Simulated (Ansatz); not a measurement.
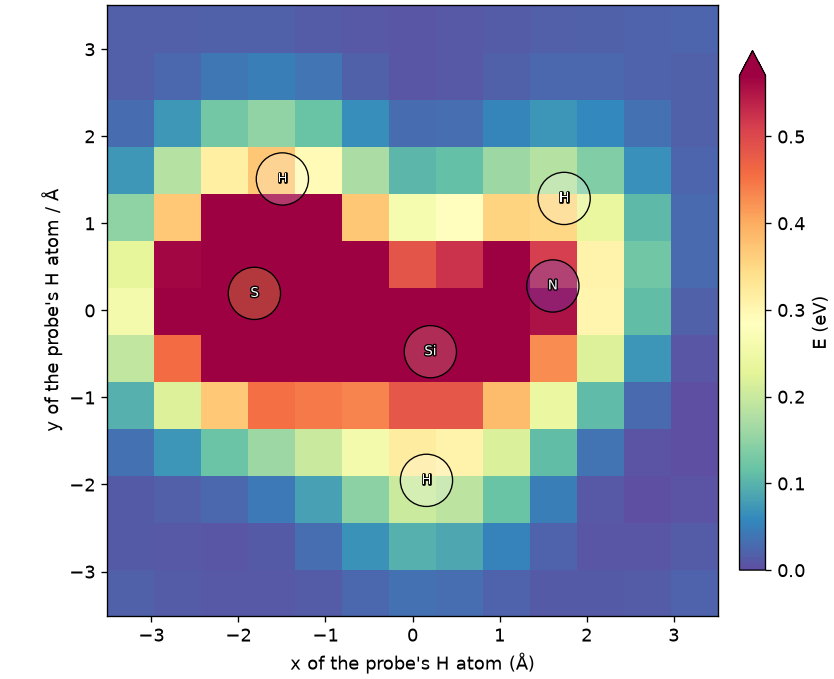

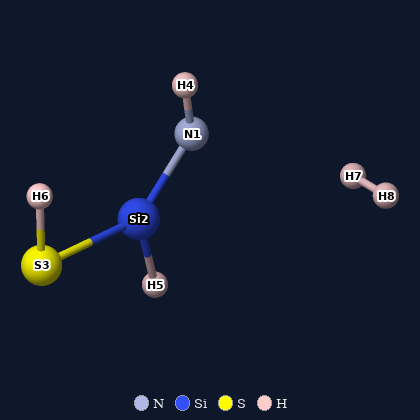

Energy landscape of H₃NSSi (SMILES N=[SiH]S) with the probe H2. 
- The probe is moved over a plane parallel to the molecule's main plane, 1.70 Å above it.
- First axis: x of the probe's H atom. Second axis: y of the probe's H atom.
- Nothing is relaxed (molecule and probe rigid, the probe upright with H nearest the plane).
- Grid: 13 × 13 points.
- Energies are in eV, from the lowest grid point.
- Computed with RKS PBE0-D4/def2-SVPD (Ansatz).

The picture shows one coloured cell a grid point, labelled circles for the molecule's atoms, projected on the plane, one colour for all values above the top of the scale. The second picture is the structure at the lowest point.

**What does the map say about the system?**

The lowest grid point is at x of the probe's H atom = 3.24 Å, y of the probe's H atom = −1.08 Å. It lies at the edge of the scanned range, so the true minimum may lie outside. The energy also falls towards the edge at x of the probe's H atom = −2.70 Å, y of the probe's H atom = 3.24 Å (0.016 eV above the lowest) and x of the probe's H atom = 3.24 Å, y of the probe's H atom = 2.16 Å (0.018 eV above the lowest), where a further well may lie outside the range. Higher local minima lie near x of the probe's H atom = −2.16 Å, y of the probe's H atom = −2.70 Å (0.007 eV above the lowest at that grid point); x of the probe's H atom = 0.00 Å, y of the probe's H atom = 2.70 Å (0.008 eV above the lowest at that grid point). The highest grid point, x of the probe's H atom = −1.62 Å, y of the probe's H atom = 0.00 Å, lies 1.22 eV above the lowest.

Each point was launched as `ansatz run input.yaml --threads 1 --pin off --max-ram 2560MiB --backend cpu --events-out ev --progress --plain --runs-dir out`. The whole map (169 points run) took 11 min on 1 thread of Arm Neoverse V2 (shared host).
